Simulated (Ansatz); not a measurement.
SiGe3

The calculation's input:

```
crystal:
  lattice:
    - [5.55, 0.0, 0.0]
    - [0.0, 5.55, 0.0]
    - [0.0, 0.0, 5.55]
  atoms:
    - { symbol: Si, position: [0.0, 0.0, 0.0] }
    - { symbol: Ge, position: [0.0, 0.5, 0.5] }
    - { symbol: Ge, position: [0.5, 0.0, 0.5] }
    - { symbol: Ge, position: [0.5, 0.5, 0.0] }
    - { symbol: Ge, position: [0.25, 0.25, 0.25] }
    - { symbol: Ge, position: [0.25, 0.75, 0.75] }
    - { symbol: Si, position: [0.75, 0.25, 0.75] }
    - { symbol: Ge, position: [0.75, 0.75, 0.25] }
scf:
  occupations: { method: gaussian, width: 0.02 }
output:
  forces: true
  stress: true
  eigenvalues: true
  write_density: true
  write_potential: true
  elf: true
  volumetric_format: npy
kpoints:
  mp_grid: { grid: [6, 6, 6] }
hamiltonian:
  xc: lda
relax:
  f_tol: 0.01
  adjacent_minimum: "off"
  cell: { stress_tol: 0.03, fix: [shape] }
```

Launched as:

```sh
ansatz run input.yaml --threads 4 --pin off --max-ram 12288MiB --backend cpu --events-out ev --progress --plain --runs-dir out
```

Below, planes, directions and counts refer to the conventional cell (a = 7.86 Å, b = 7.86 Å, c = 9.63 Å, α = 90.00°, β = 90.00°, γ = 120.00°).

The fields are those of the relaxed geometry.

Space group R-3m; a generated structure, not necessarily the stable one.

All numbers below come from DFT LDA, scalar-relativistic, plane waves, PAW (Ansatz 0.2.0).

What will maps of the valence pseudo-density and electron localisation function show?

Answer. Si–Si (2.36 Å): the density is about 0.56 e/Å³ at the midpoint; the ELF peaks at about 0.95 between the atoms (localised, covalent bonding).
Ge–Ge (2.42 Å): ρ at the midpoint is about 0.52 e/Å³; the ELF peaks at about 0.75 between the atoms; a covalent bond.

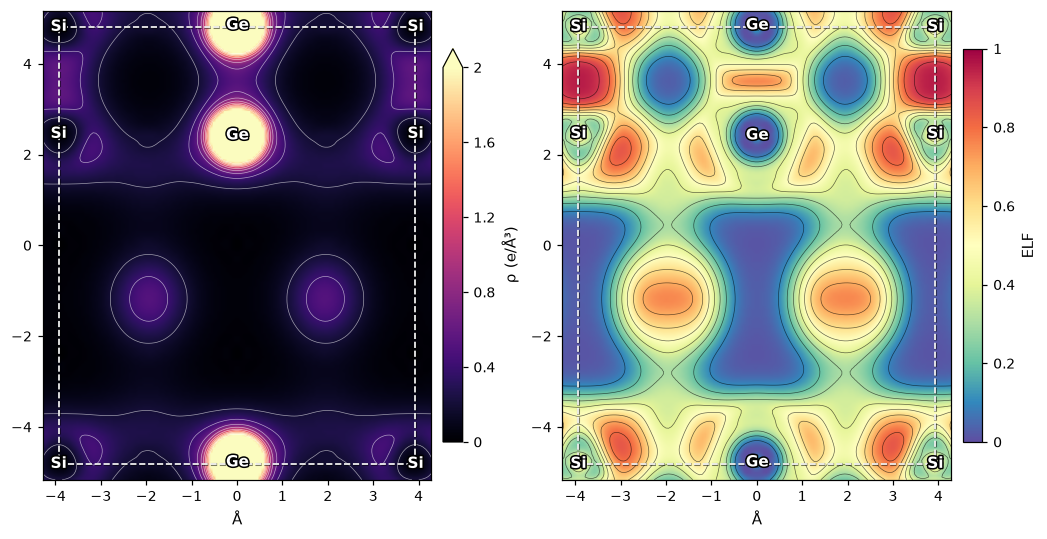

Computed valence pseudo-density and electron localisation function on the (100) plane of the conventional cell, in this order. 

Core electrons are frozen (PAW), and the valence fields are smoothed inside the atomic spheres.
